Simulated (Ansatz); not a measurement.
# One shape, several levels: doublet C3H4O+

We compute a comparison of 6 runs (U-r2SCAN/cc-pVDZ, UB2PLYP/cc-pVDZ, UBHLYP/cc-pVDZ, UBLYP/cc-pVDZ, UPBE0/cc-pVDZ, USVWN5/cc-pVDZ) of doublet C3H4O+. 

The results are computed with Ansatz 0.2.0.

35 further runs of the same task are left out: 35 set aside as unsound or not needed.

## 1. The structure to begin with

C3H4O+: 8 atoms, total charge +1, spin state doublet. As SMILES of the parent species, `CC=C=O`. The shape is that of a PBE0-D4/def2-TZVP optimisation. That shape belongs to the parent species and isn't relaxed for this state.

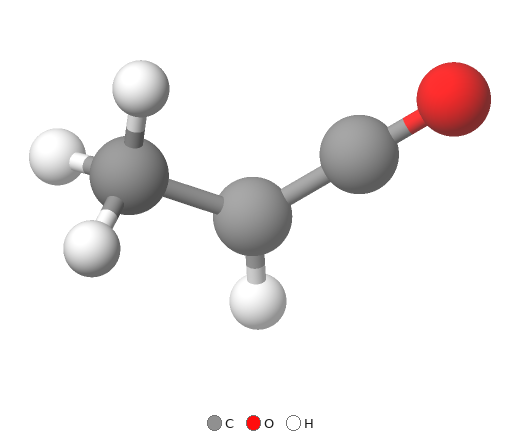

Viewed from a chosen angle; carbon grey, oxygen red, hydrogen white.

## 2. The energy at U-r2SCAN/cc-pVDZ (run 1)

The input, run.yaml:

```yaml
crystal:
  periodic: [false, false, false]
  atoms:
    - symbol: C
      position_ang: [-0.527260, 0.797080, -0.183660]
    - symbol: C
      position_ang: [-0.086970, -0.563690, 0.274760]
    - symbol: C
      position_ang: [1.122630, -1.027770, 0.097370]
    - symbol: O
      position_ang: [2.196540, -1.437400, -0.061070]
    - symbol: H
      position_ang: [-1.351730, 0.723880, -0.897750]
    - symbol: H
      position_ang: [-0.866500, 1.405090, 0.659100]
    - symbol: H
      position_ang: [0.287360, 1.332930, -0.671970]
    - symbol: H
      position_ang: [-0.774070, -1.230150, 0.783200]
basis:
  gaussian:
    orbitals: cc-pVDZ
total_charge: 1
magnetization:
  spin_polarized: true
  initial_magnetization: 1
hamiltonian:
  xc: {name: r2SCAN}
accuracy: high
output:
  orbitals: {seedname: orbitals}
```

Started as:

```
$ ansatz run run.yaml --threads 1 --pin off --max-ram 3480MiB --events-out events.jsonl --progress --plain --runs-dir runs
```

The log of the run:

```text
Warning: RAYON_NUM_THREADS=1 ignored (pool sized by the plan → 1); use --threads N
Functional definition: r2SCAN
  name "r2SCAN"
  parameter k0 = 0.174
  parameter k1 = 0.065
  parameter a1 = 4.9479
  exchange = r2scan_x(k0 = k0, k1 = k1, a1 = a1)
  correlation = r2scan_c
1742 factors; integrals over basis functions are off by at most 3.1e-9 eV
mean field evaluation 1: about -5202.4261 eV, gradient 4.4e1 eV
mean field evaluation 2: about -5192.9718 eV, gradient 6.6e1 eV
mean field evaluation 4: about -5210.7700 eV, gradient 4.4e0 eV
mean field evaluation 8: about -5210.8666 eV, gradient 1.7e-1 eV
mean field evaluation 16: about -5210.8668 eV, gradient 4.0e-4 eV
mean field -5210.86679633 eV, -191.4958227127 hartree, gradient 6.8e-8 eV, S^2 0.758011; 0 other end points of the search recorded, 0 dependent functions left out
reference -5210.86679766 eV, -191.4958227615 hartree; 15, 14 occupied and 61, 62 virtual orbitals, 1742 factors
Total energy: -5210.86679766 eV, -191.4958227615 hartree
```

It took 4.5 s on 1 thread of AMD EPYC 9R45 (Zen 5), shared host; peak memory 0.36 GiB.

## 3. The energy at UB2PLYP/cc-pVDZ (run 2)

Edit run.yaml of step 2 so:

```diff
@@ -27,5 +27,6 @@
 hamiltonian:
-  xc: {name: r2SCAN}
+  xc: {name: B2PLYP}
+correlation:
+  frozen_orbitals: {C: 1, H: 0, O: 1}
 accuracy: high
-output:
-  orbitals: {seedname: orbitals}
+output: {orbitals: {seedname: orbitals}}
```

Started as:

```
$ ansatz run run.yaml --threads 1 --pin off --max-ram 3480MiB --events-out events.jsonl --progress --plain --runs-dir runs
```

The log of the run, shortened:

```text
Warning: RAYON_NUM_THREADS=1 ignored (pool sized by the plan → 1); use --threads N
Functional definition: B2PLYP
  name "B2PLYP"
[...]
1742 factors; integrals over basis functions are off by at most 3.1e-9 eV
[...]
mean field -5203.42793973 eV, -191.2224497751 hartree, gradient 6.6e-8 eV, S^2 0.769980; 0 other end points of the search recorded, 0 dependent functions left out
4 core orbitals not correlated: weight in the atoms' cores, before any rotation towards them, 1.000 or more for the frozen orbitals, at most 0.000 for the correlated occupied ones
reference -5203.42796092 eV, -191.2224505538 hartree; 11, 10 occupied and 61, 62 virtual orbitals, 1742 factors
second order -18.69469568 eV of doubles, -0.00000000 eV of singles
Total energy: -5208.47552876 eV, -191.4079452504 hartree
```

Run time: 3.9 s. Hardware: 1 thread of AMD EPYC 9R45 (Zen 5), shared host; peak memory 0.31 GiB.

Runs 3 to 5 aren't shown in full; the table further down has their settings and results.

## 4. The energy at USVWN5/cc-pVDZ (run 6)

The input, input.yaml:

```yaml
crystal:
  periodic: [false, false, false]
  atoms:
    - {symbol: C, position_ang: [-0.527260, 0.797080, -0.183660]}
    - {symbol: C, position_ang: [-0.086970, -0.563690, 0.274760]}
    - {symbol: C, position_ang: [1.122630, -1.027770, 0.097370]}
    - {symbol: O, position_ang: [2.196540, -1.437400, -0.061070]}
    - {symbol: H, position_ang: [-1.351730, 0.723880, -0.897750]}
    - {symbol: H, position_ang: [-0.866500, 1.405090, 0.659100]}
    - {symbol: H, position_ang: [0.287360, 1.332930, -0.671970]}
    - {symbol: H, position_ang: [-0.774070, -1.230150, 0.783200]}
basis:
  gaussian:
    orbitals: cc-pVDZ
total_charge: 1
magnetization:
  spin_polarized: true
  initial_magnetization: 1
hamiltonian:
  xc: {name: SVWN5}
accuracy: high
output: {orbitals: {seedname: orbitals}}
```

Started as:

```
$ ansatz run input.yaml --threads 1 --pin off --max-ram 3480MiB --events-out events.jsonl --progress --plain --runs-dir runs
```

The log of the run:

```text
Warning: RAYON_NUM_THREADS=1 ignored (pool sized by the plan → 1); use --threads N
Functional definition: SVWN5
  name "SVWN5"
  exchange = slater_x
  correlation = vwn5_c
1742 factors; integrals over basis functions are off by at most 3.1e-9 eV
mean field evaluation 1: about -5158.1082 eV, gradient 5.0e1 eV
mean field evaluation 2: about -5143.9569 eV, gradient 7.6e1 eV
mean field evaluation 4: about -5168.9043 eV, gradient 7.4e0 eV
mean field evaluation 8: about -5169.1487 eV, gradient 1.8e-1 eV
mean field evaluation 16: about -5169.1488 eV, gradient 3.7e-5 eV
mean field -5169.14880963 eV, -189.9627149789 hartree, gradient 6.8e-9 eV, S^2 0.751692; 0 other end points of the search recorded, 0 dependent functions left out
reference -5169.14881217 eV, -189.9627150723 hartree; 15, 14 occupied and 61, 62 virtual orbitals, 1742 factors
Total energy: -5169.14881217 eV, -189.9627150723 hartree
```

It took 1.3 s on 1 thread of AMD EPYC 9R45 (Zen 5), shared host; peak memory 0.23 GiB.

## 5. All runs side by side

| run | level | frozen core orbitals | energy (Eh) | HOMO energy (eV) | LUMO energy (eV) | ⟨S²⟩ | wall time |
| --- | --- | --- | --- | --- | --- | --- | --- |
| 1 | U-r2SCAN/cc-pVDZ | – | -191.495823 | -14.07 | -12.07 | 0.758 | 4.5 s |
| 2 | UB2PLYP/cc-pVDZ | 4 | -191.407945 | -16.31 | -9.69 | 0.770 | 3.9 s |
| 3 | UBHLYP/cc-pVDZ | – | -191.486451 | -16.33 | -10.14 | 0.767 | 3.6 s |
| 4 | UBLYP/cc-pVDZ | – | -191.540474 | -13.40 | -12.24 | 0.753 | 2.4 s |
| 5 | UPBE0/cc-pVDZ | – | -191.377364 | -15.05 | -11.32 | 0.758 | 3.6 s |
| 6 | USVWN5/cc-pVDZ | – | -189.962715 | -13.57 | -12.67 | 0.752 | 1.3 s |

## 6. Summary of results

| quantity | value |
| --- | --- |
| run 6: total energy | -189.96272 Eh |
| run 6: HOMO energy (highest over α and β) | -13.57 eV |
| run 6: LUMO energy (lowest over α and β) | -12.67 eV |
| run 6: ⟨S²⟩ | 0.752 |

What this shows: Totals of different functionals can't be ranked against each other. All runs together took 19 s, the longest 4.5 s.
